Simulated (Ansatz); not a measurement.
Cl3In (InCl3)

Input file:

```
crystal:
  periodic: [false, false, false]
  atoms:
    - {symbol: In, position_ang: [0.000025, -0.000003, -0.000013]}
    - {symbol: Cl, position_ang: [2.319542, -0.027364, 0.012835]}
    - {symbol: Cl, position_ang: [-1.136020, 2.022419, -0.017220]}
    - {symbol: Cl, position_ang: [-1.183547, -1.995052, 0.004399]}
basis:
  gaussian: {orbitals: def2-TZVP, initial_orbitals: start.molden}
hamiltonian: {xc: pbe0, dispersion: d4}
scf: {omitted_lower_state_checks: [starts]}
output: {forces: true, orbitals: {seedname: orbitals}}
```

Run with:

```sh
ansatz run in.yaml --threads 4 --pin off --events-out ev --progress --plain --max-ram 3916MiB
```

Geometry: PBE0-D4/def2-SVP; core potentials replace the inner electrons of In.

Computed with RKS PBE0-D4/def2-TZVP in Ansatz 0.2.0.

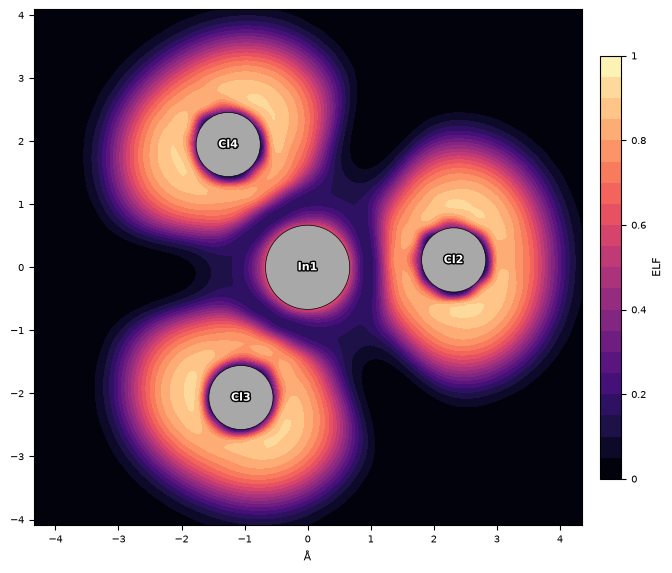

Figure 1. ELF on the molecular plane. Grey discs cover the atomic cores.

Q: Describe what can be read from this map.

A: The plane passes through In and Cl nuclei. In–Cl (2.32 Å): the ELF peaks at about 0.80 in the valence shell of Cl, 0.8 Å from its nucleus, and drops to about 0.15 between the two atoms. The ELF also peaks beside Cl3, Cl2 and Cl4, away from the bonds: lone-pair regions.

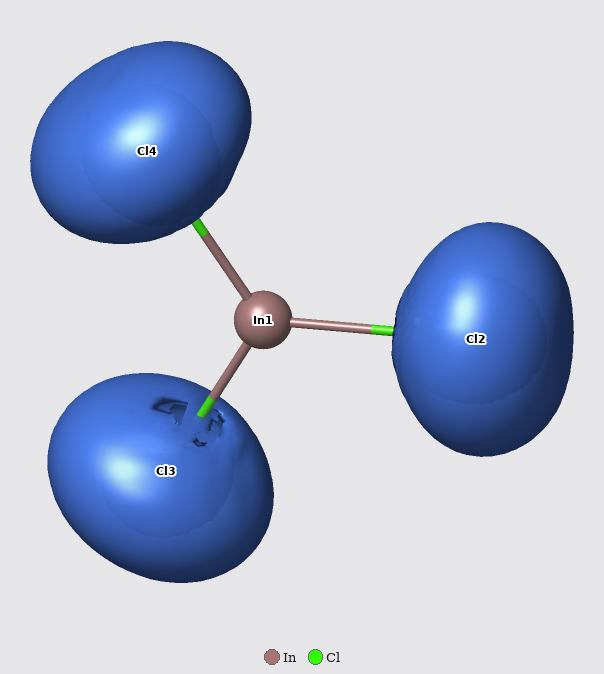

Figure 2. Isosurface of the ELF at 0.8 (blue), seen at a tilt. Only the valence region is drawn (cores and ρ < 0.01 e/Å³ removed).

Q: Where are the electrons localised?

A: At this value the surface marks out three regions wrapped around Cl (the valence shell of each).

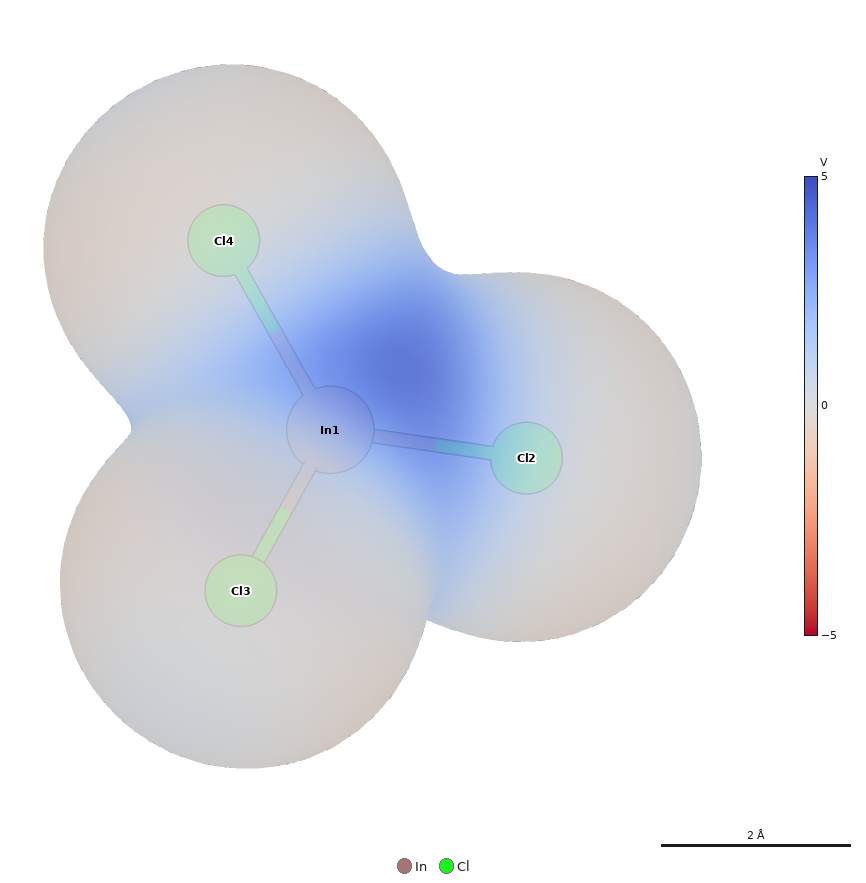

Figure 3. The molecular electrostatic potential painted on the density surface at 0.002 e/bohr³, seen at a tilt; red is negative and blue positive.

Q: Which sites attract a positive test charge, and which a negative one?

A: A positive charge is drawn to the negative regions and a negative charge to the positive ones. The most negative region (about −0.3 V, or −7 kcal/mol for a unit charge) lies over Cl2, Cl3 and Cl4, the most positive (about +4.0 V, or +92 kcal/mol for a unit charge) over In1.
